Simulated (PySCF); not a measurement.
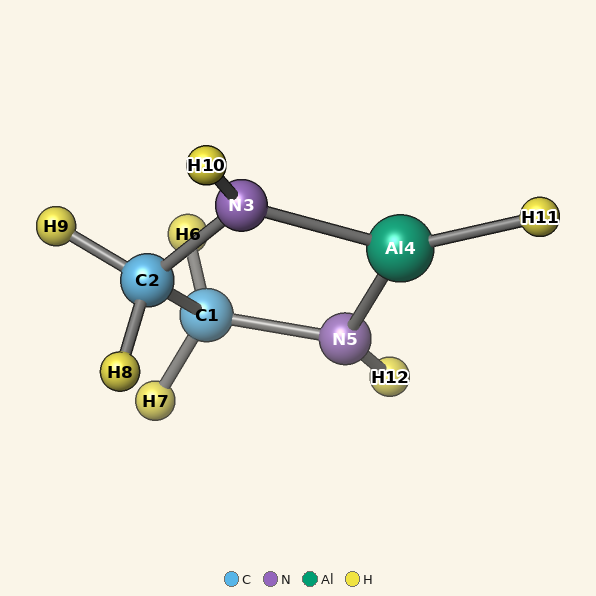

Atoms fade into the background with distance from the viewer. The geometry was computed by an optimisation with PBE0-D3(BJ)/def2-SVP. No frequency run is at hand to confirm it as a minimum.

Question: How is the 5-membered ring C1–C2–N3–Al4–N5 puckered?

Answer: It is a twist (half-chair). The Cremer–Pople amplitude Q is 0.30 Å.

Question: Give the torsion angles round the ring, beginning with the bond from its second to its third atom.

Answer: −27°, 10°, 10°, −27°, 35°.
